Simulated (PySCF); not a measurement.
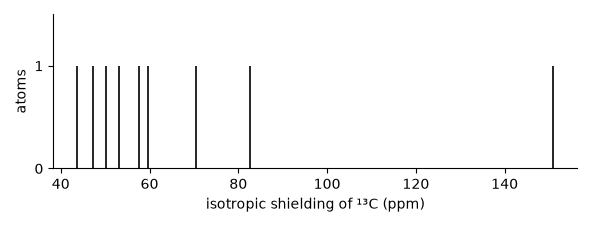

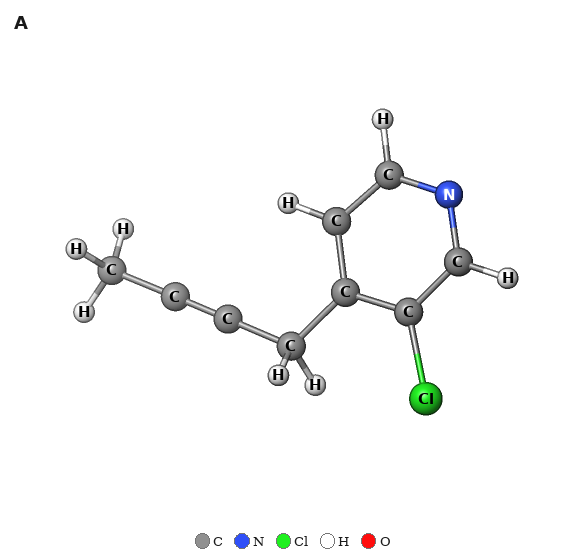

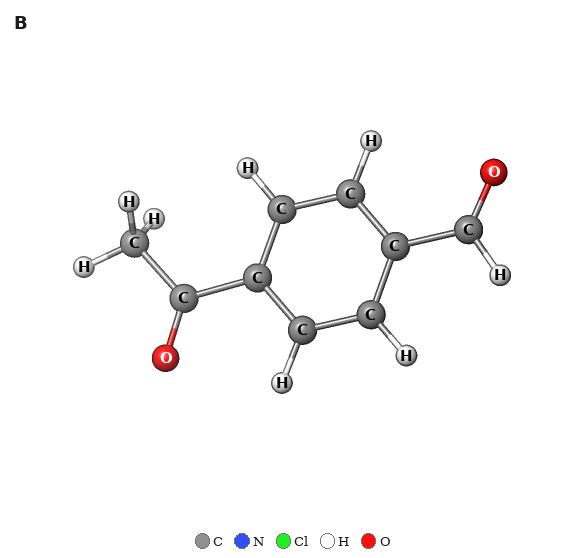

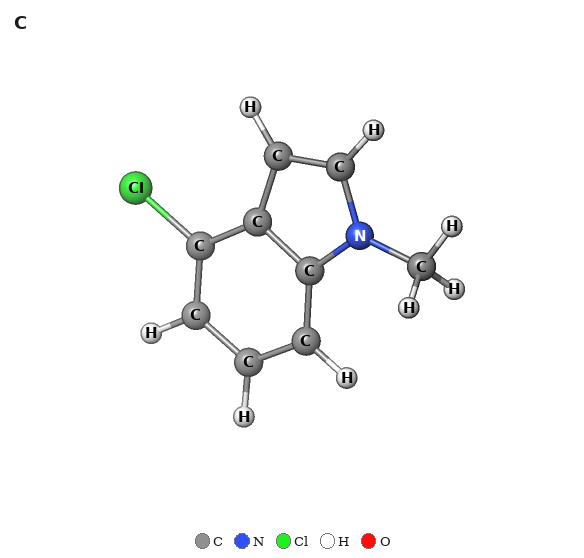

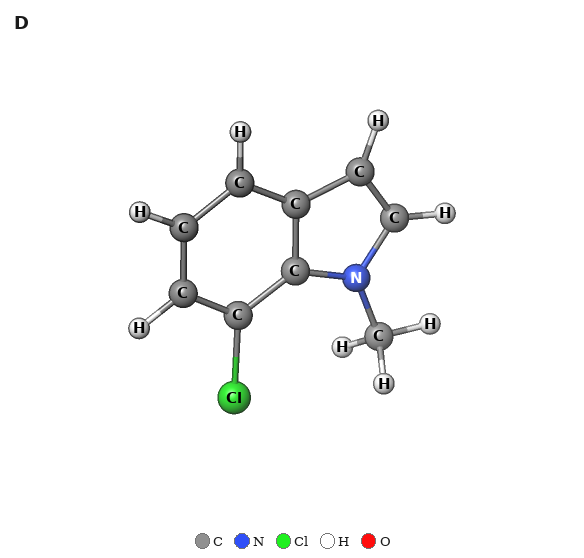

The sticks are computed shieldings of one of the molecules, for one fixed geometry (PBE0-D3(BJ)/def2-SVP) without averaging over rotations. Low shielding means a high chemical shift. Method: GIAO PBE0/pcSseg-1 NMR shielding, non-relativistic, IEF-PCM water (PySCF 2.14.0).

Question: Match the spectrum to a structure.

Answer: C, `Cn1ccc2c(Cl)cccc21`. Its 9 C atoms give lines at 43.7, 47.3, 50.3, 53.1, 57.7, 59.7, 70.5, 82.6, 151.0 ppm.
